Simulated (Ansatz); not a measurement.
**CH$_{5}$GaGe: density, localisation and related maps**

```xyz
8

C    -0.3631    0.6208   -0.6799
Ga   -1.0575    2.2908    0.2629
Ge    0.4129   -0.7326    0.4889
H    -1.1895    0.1612   -1.2371
H     0.3976    0.9194   -1.4126
H     1.6034   -0.1388    1.2708
H     0.9202   -1.9747   -0.2712
H    -0.6321   -1.2033    1.5225
```

Geometry: PBE0-D4/def2-TZVP.

The calculation used RKS PBE0-D4/def2-TZVPP (Ansatz).

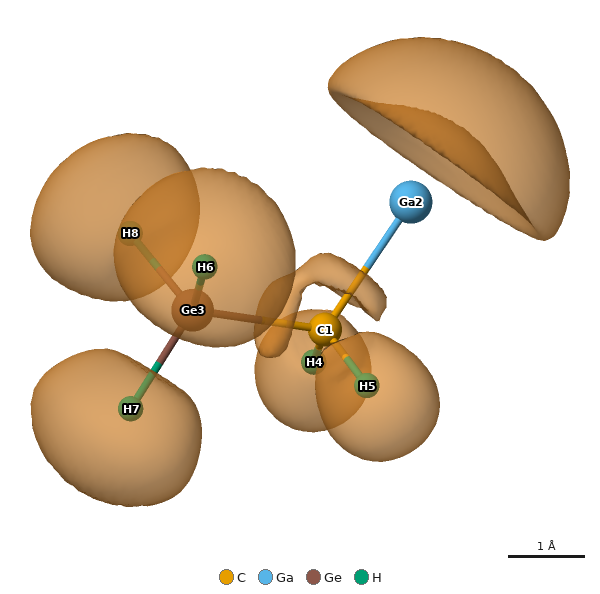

Figure 1. Isosurface of the electron localisation function at 0.8 (orange), seen at a tilt. Core shells and regions of very low density are left out.

### Where are the electrons localised?

The surface consists of five regions around hydrogen nuclei, one lobe on Ga, pointing away from the bonds (lone pairs) and one region wrapped around C (its valence shell).


C–Ge (1.95 Å): the ELF peaks at about 0.90 between the atoms (localised, covalent bonding). C–Ga (2.04 Å): the ELF peaks at about 0.90 in the valence shell of C, 0.7 Å from its nucleus, and is about 0.55 at the midpoint.

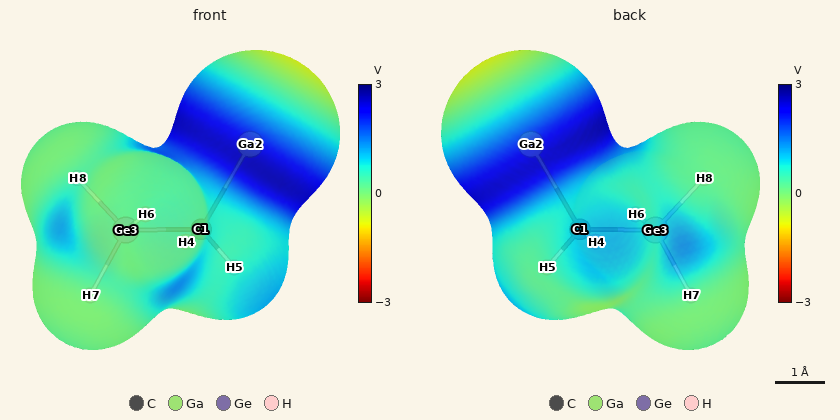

Figure 2. The electrostatic potential painted on the density surface at 0.004 e/bohr³, seen from the front and from behind; red is negative and blue positive.

### Describe the electrostatic potential map.

The most negative region (about −0.7 V) lies over C1, the most positive (about +2.7 V) over Ga2.

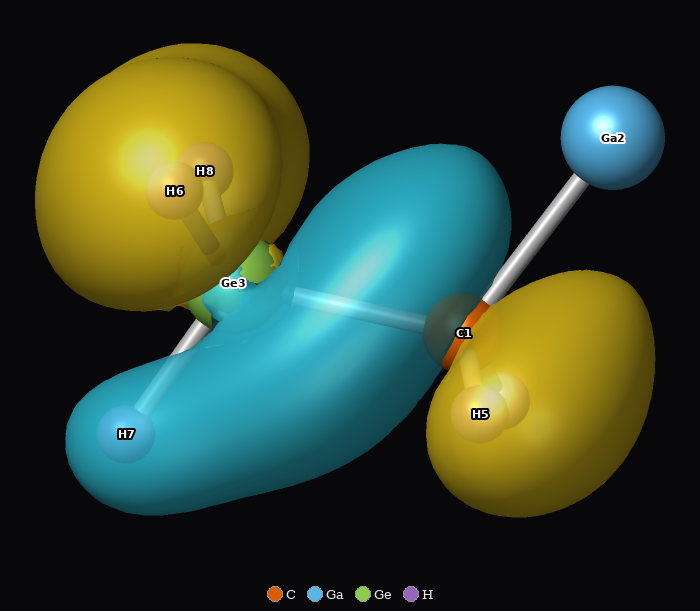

Figure 3. The HOMO−1 at ±0.08 Å⁻³ᐟ² (yellow and cyan are the two phases), seen across its widest extent.

### Where does this orbital lie, and at what energy?

Its weight (Hirshfeld) is mainly on Ge3 (about 35 %), C1 (about 30 %), H8 (about 10 %) and H6 (about 10 %). Its energy is −8.85 eV.
